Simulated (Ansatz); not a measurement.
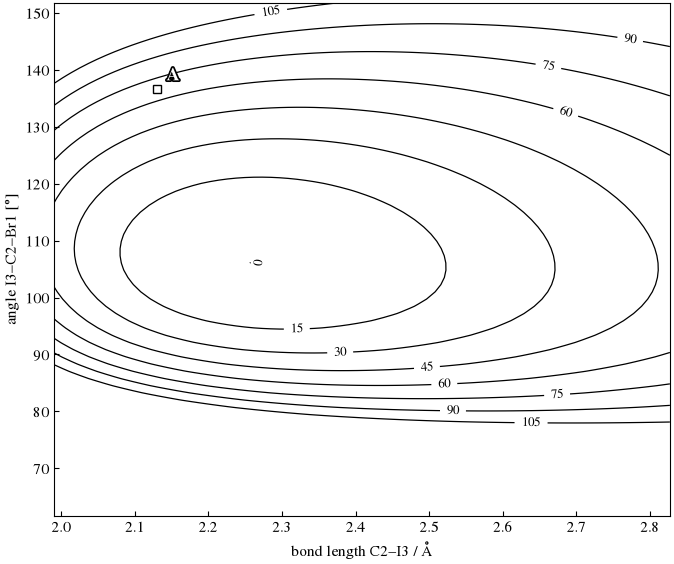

CHBrI, SMILES Br[CH-]I, charge −1. Coordinates scanned: (1) bond length C2–I3; (2) angle I3–C2–Br1. Nothing is relaxed (all other coordinates rigid). The grid has 7 × 7 points. Energies: kJ/mol, counted from the lowest grid point. Theory: RKS PBE0-D4/def2-TZVPD (Ansatz).

Drawn: contour lines labelled in kJ/mol (none above 105), the point A. Between grid points the surface is interpolated.

> Which way does the force act at A, and how strong is it?

A, at bond length C2–I3 = 2.130 Å, angle I3–C2–Br1 = 136.7°, is not a stationary point. The computed force is 145 kJ/mol for each Å towards larger values of bond length C2–I3 and 3.7 kJ/mol for each degree towards smaller values of angle I3–C2–Br1.
